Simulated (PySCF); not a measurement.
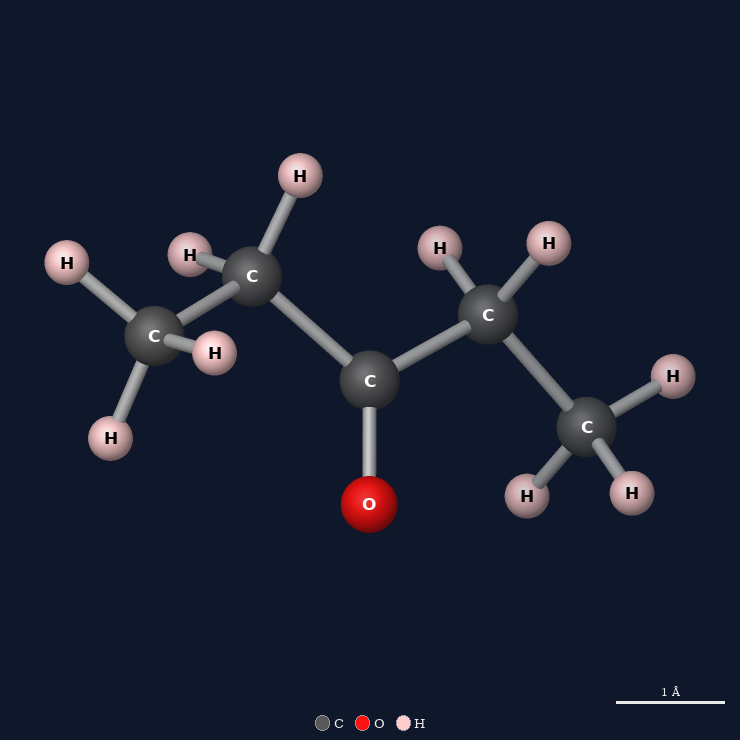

Rendered structure (ball-and-stick style). Every bond is drawn as one stick, whatever its order.

Computed geometry: GFN2-xTB optimisation. No frequency run is at hand to confirm it as a minimum.

Give the formula.

C₅H₁₀O, 16 atoms: 5 carbon, 10 hydrogen and 1 oxygen.

Name some functional groups or characteristic bonds that it holds.

Among them: ketone.

More results for the same structure follow; atom numbers are the same in all pictures, views and colours differ.

Shape

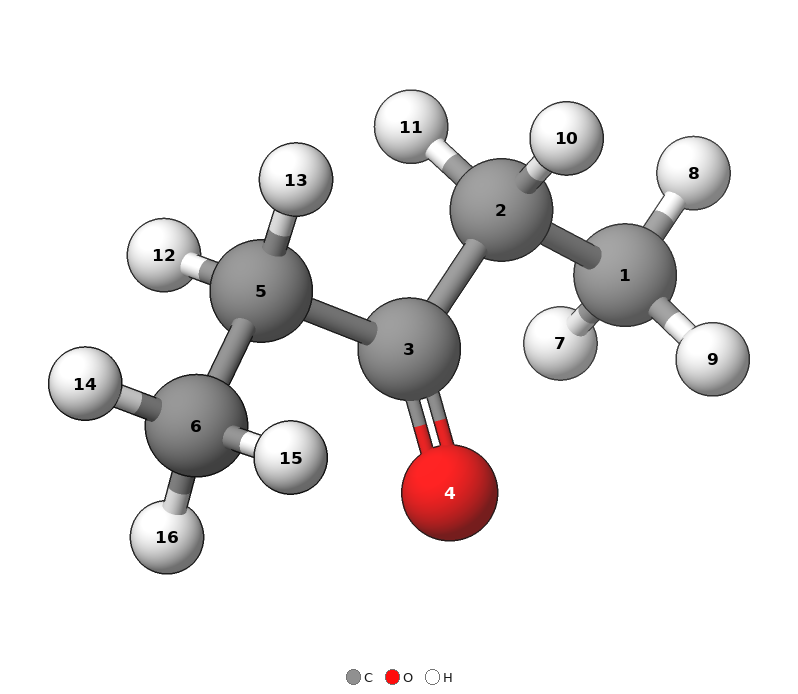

Atoms carry their numbers in the input. No frequency run is at hand to confirm it as a minimum.

What is the geometry at C2?

C2 has 4 neighbours (C1 at 1.52, C3 at 1.52, H10 at 1.09, H11 at 1.09 Å); the arrangement is tetrahedral.

Describe the coordination of atom 1.

C1 has 4 neighbours (C2 at 1.52, H7 at 1.09, H8 at 1.09, H9 at 1.09 Å); the arrangement is tetrahedral.

Describe the coordination of atom 3.

C3 has 3 neighbours (C2 at 1.52, O4 at 1.20, C5 at 1.52 Å); the arrangement is trigonal planar.

What is the dihedral angle C1–C2–C3–C5?

168° in size, that is anti.

Dipole moment

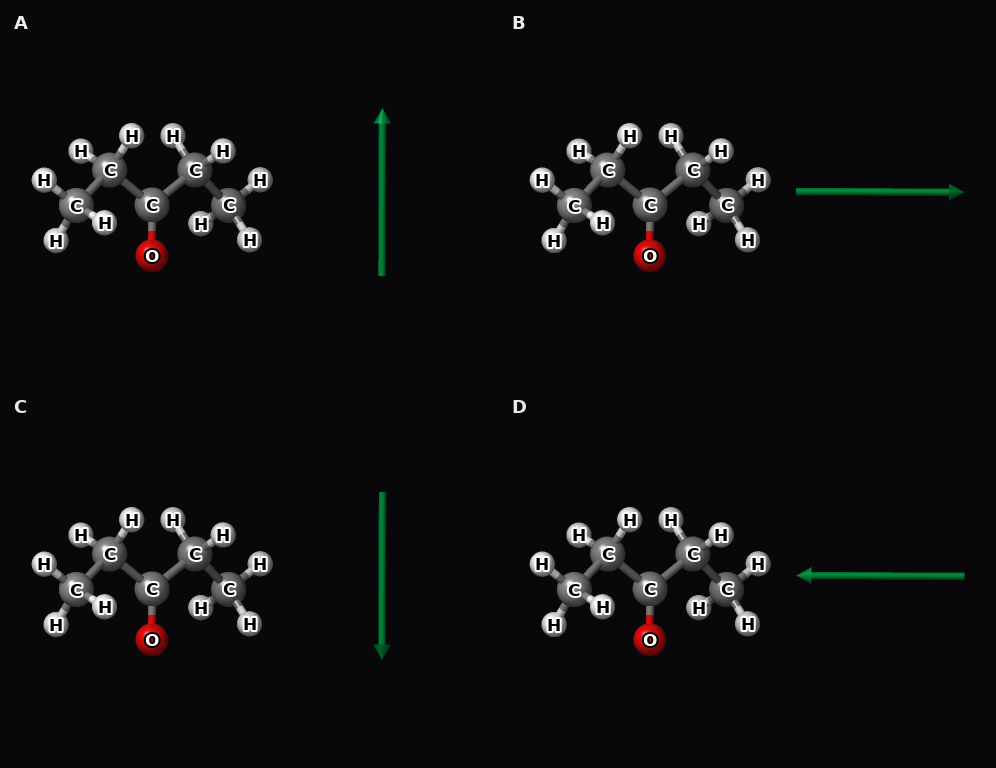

The same molecule four times, each with an arrow. No frequency run is at hand to confirm it as a minimum. Properties computed with PBE0/pcSseg-1, gas phase (PySCF 2.14.0).

Which arrow points along the dipole moment, from the negative to the positive end?

A. The dipole moment is 2.71 D.

Charges

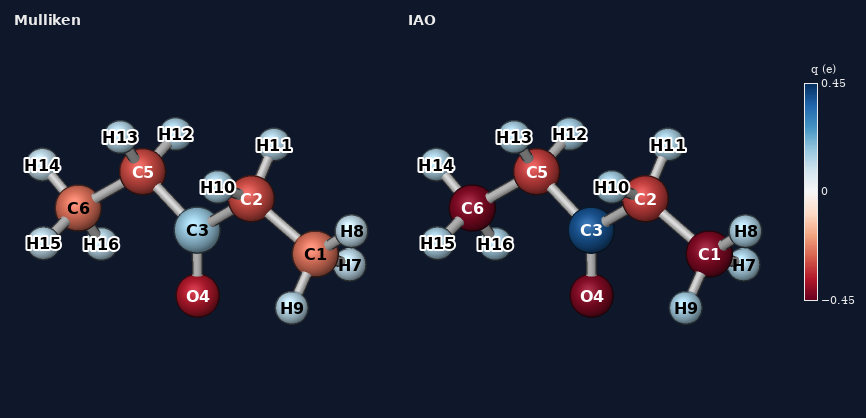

Atomic charges of one calculation by 2 schemes, on one colour scale. No frequency run is at hand to confirm it as a minimum. Level of theory: PBE0/pcSseg-1 (PySCF 2.14.0).

Which scheme gives the most polar picture (largest mean size of the charges)?

The IAO charges are the largest in size here.

On which atom do the schemes disagree most?

On C3 (from 0.17 to 0.39 e).

List the charges (e), one line for each set of equivalent atoms. Atoms whose distances differ by more than 0.02 Å in this geometry are listed apart.

```csv
atom,Mulliken,IAO
"C1, C6",−0.25,−0.42
"C2, C5",−0.30,−0.31
C3,0.17,0.39
O4,−0.36,−0.41
H7,0.12,0.15
"H8, H14",0.11,0.14
"H9, H16",0.13,0.15
"H10, H12",0.15,0.15
"H11, H13",0.13,0.15
H15,0.12,0.15
```

Quadrupole coupling

No frequency run is at hand to confirm it as a minimum. Electric field gradients from the ground-state density, PBE0/pcSseg-1 (PySCF 2.14.0), non-relativistic apart from any core potentials.

Give the largest field-gradient component, the quadrupole coupling constant and the asymmetry for 17O at O4 (Q = −25.6 mb).

```csv
atom,V_zz (a.u.),e²qQ/h (MHz),η
O4,−1.953,11.75,0.51
```

NMR shielding

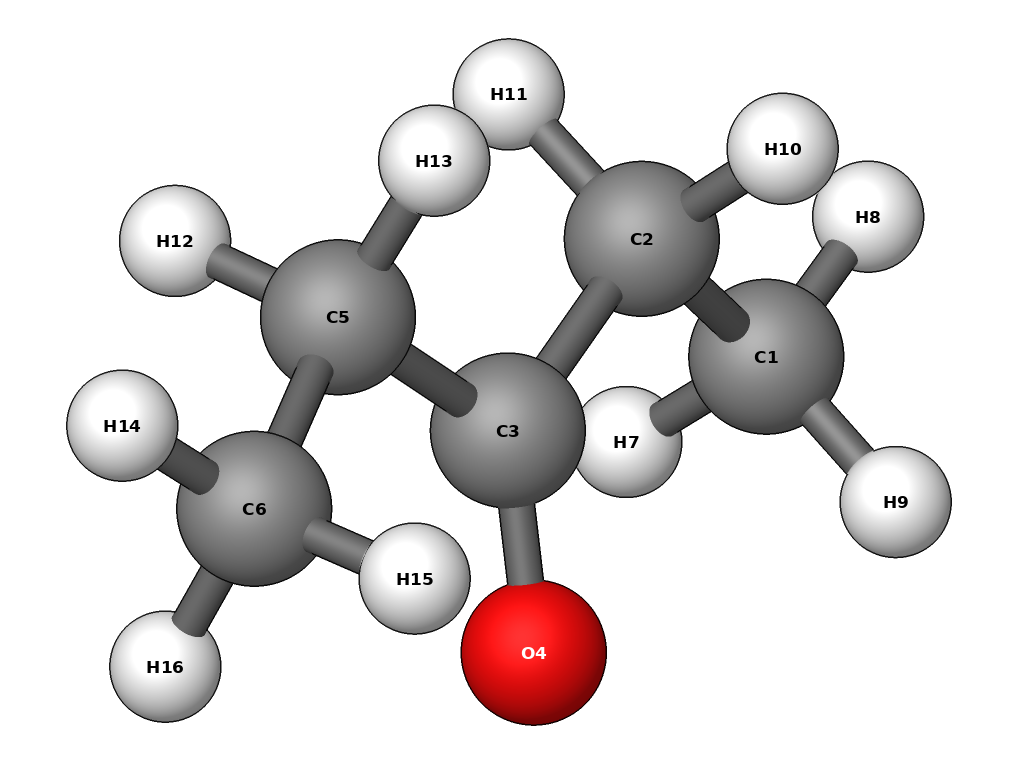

No frequency run is at hand to confirm it as a minimum. Properties computed with GIAO PBE0/pcSseg-1 NMR shielding, non-relativistic, gas phase (PySCF 2.14.0). Principal shieldings σ11 ≤ σ22 ≤ σ33, span Ω = σ33 − σ11, skew κ = 3(σiso − σ22)/Ω.

Give the shielding tensors of the O atoms.

```tsv
atom	σ11	σ22	σ33	σiso	Ω	κ
O4	−911.8	−419.1	402.8	−309.3	1314.5	0.25
```

Shieldings and span in ppm.

Mulliken values depend strongly on the basis set and can even reverse the polarity of a bond.
